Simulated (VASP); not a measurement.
Band structure of YSe (relaxed from the rock salt structure, space group Fm-3m). Calculation: r2SCAN meta-GGA, VASP's PBE PAW potentials (set 64) (plane waves; VASP).

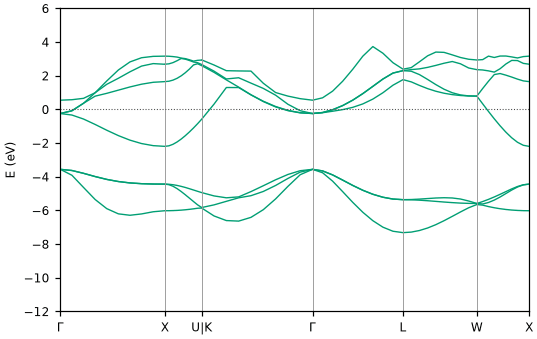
Figure: Bands along high-symmetry lines, zero at the valence-band maximum or, without a gap, the Fermi level

Task: Read the plot: is there a gap, and where are the band edges?

Result: It has no gap at this level: it comes out as a metal or semimetal.

The structure was generated: YSe was put into the rock salt type (Fm-3m), which need not be its known phase. It was relaxed first, which changed the volume by -36 %. The electron count is odd and the run is not spin-polarised, which forces a metal.
